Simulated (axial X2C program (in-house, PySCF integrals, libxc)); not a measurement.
**RuSe: relativistic diatomic calculation**

RuSe, single determinant with Ω = 4. Computed at this level: PBE0, two-component X2C with atomic mean-field Coulomb and Gaunt terms, Ru dyall-cv3z, Se dyall-cv3z (cores contracted) (axial X2C program (in-house, PySCF integrals, libxc)).

## Results in brief

- outcome: converged
- bond length rₑ: 2.210 Å
- ωₑ: 353.7 cm⁻¹
- energy at the minimum: −6957.13737 hartree
- depth below the fragments: 3.42 eV
- hardware: 1 thread of Arm Neoverse V2, 112 GiB of memory available, shared host
- wall time: 18 s
- peak memory: 1.4 GiB

## Input
```
{"zs": [44, 34], "q": 0, "bas": ["dyall-cv3z", "dyall-cv3z"], "levels": ["PBE0", "HF", "PBE"], "cc": true, "r0": 2.21, "thr": -2.0, "nmax": 110, "npts": 10, "nst": 2, "ntry": 8}
```

The line is the task of a batch: nuclear charges, charge, bases, the levels to run, a first guess of the distance and further settings. This report covers PBE0 with spin-orbit coupling. The log is that of the reference distance 2.217 Å.

The run was one of a batch that the task file lists, launched with:
```bash
python <driver script> task.json out
```

## Log
```
two-component X2C + atomic mean field  PBE0
basis functions 252  fitting functions 1260  grid points 5799
iter        total energy     max residual
   1      -6956.965155992     1.80e+00
   2      -6957.137267206     3.24e-03
   3      -6957.137141602     3.08e-03
   4      -6957.137241418     1.92e-03
   5      -6957.137348704     3.76e-04
   6      -6957.137353395     8.00e-05
   7      -6957.137353551     2.34e-05
   8      -6957.137353566     5.73e-06
   9      -6957.137353569     2.42e-06
  10      -6957.137353570     1.33e-06
converged
one-electron -10333.55242303  Coulomb 3245.26652743  exact exchange -54.79212884  xc functional -168.00680040  nuclear repulsion 357.08123930  atomic mean-field constant -3.13376804
```

## The points of the curve

| R (Å) | E (hartree) | dipole (D; origin at the first atom, positive when the second is positive) | highest filled (eV) | lowest empty (eV) |
| --- | --- | --- | --- | --- |
| 1.929 | −6957.091065 | −2.82 | −5.75 | −3.02 |
| 2.018 | −6957.118618 | −3.20 | −5.87 | −2.99 |
| 2.084 | −6957.130159 | −3.48 | −5.94 | −2.98 |
| 2.151 | −6957.135934 | −3.75 | −6.01 | −2.97 |
| 2.217 | −6957.137354 | −4.00 | −6.06 | −2.96 |
| 2.295 | −6957.134951 | −4.27 | −6.11 | −2.95 |
| 2.372 | −6957.129439 | −4.51 | −6.16 | −2.97 |
| 2.472 | −6957.119351 | −4.78 | −6.20 | −3.11 |
| 2.594 | −6957.104460 | −5.03 | −5.97 | −3.27 |
| 2.771 | −6957.081070 | −5.24 | −5.72 | −3.40 |

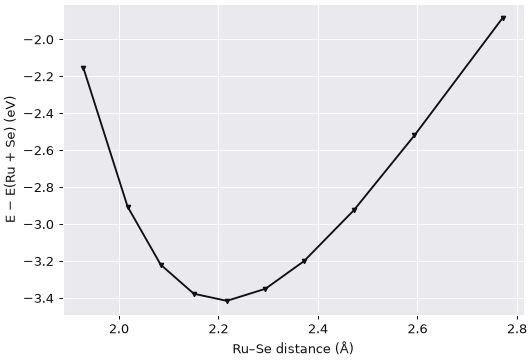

**Figure 1.** Energy at 10 bond lengths, for one set of occupations held fixed; the line joins the points. A polynomial of degree 6 through 9 points gives rₑ = 2.210 Å, ωₑ = 353.7 cm⁻¹, ωₑxₑ = 0.76 cm⁻¹ and Bₑ = 0.07709 cm⁻¹. The minimum lies 3.42 eV below Ru + Se, each computed as one determinant at the same level.

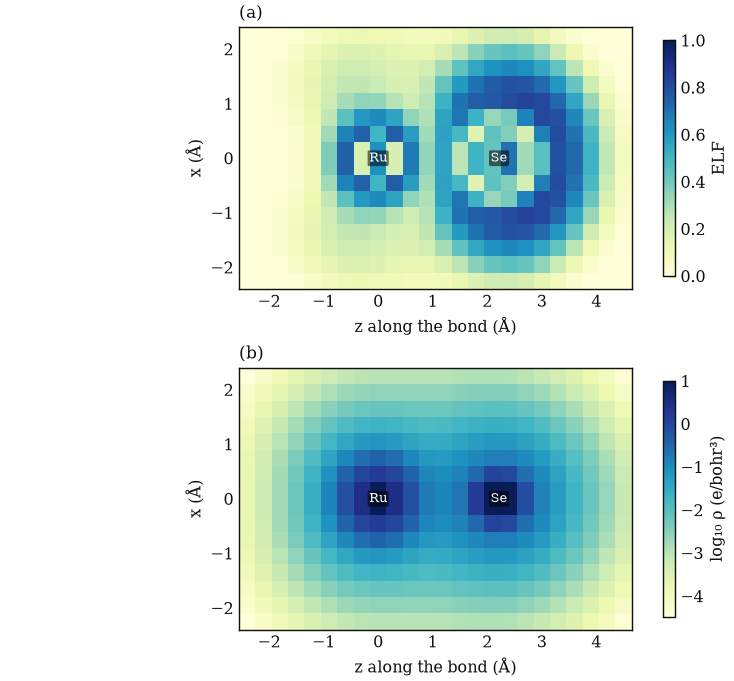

**Figure 2.** (a) electron localisation function; (b) electron density on a logarithmic scale, in a plane that holds the axis, at 2.22 Å, on points 0.3 Å apart (one half computed, the other mirrored); the structure near the nuclei is finer than these points.

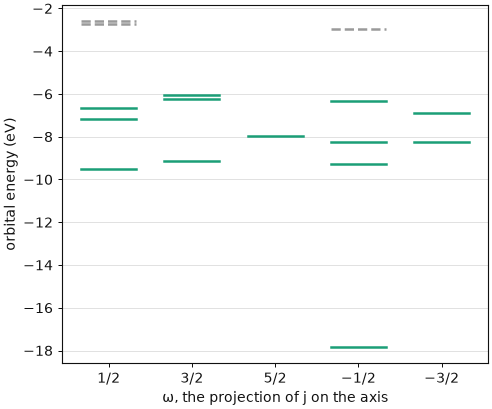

**Figure 3.** Orbital energies near the frontier at 2.22 Å, filled (solid) and empty (dashed). The highest filled spinor (3/2; 49 % Se p, 39 % Ru d) lies at −6.06 eV, the lowest empty one (−1/2; 45 % Ru d, 42 % Ru s) at −2.96 eV.
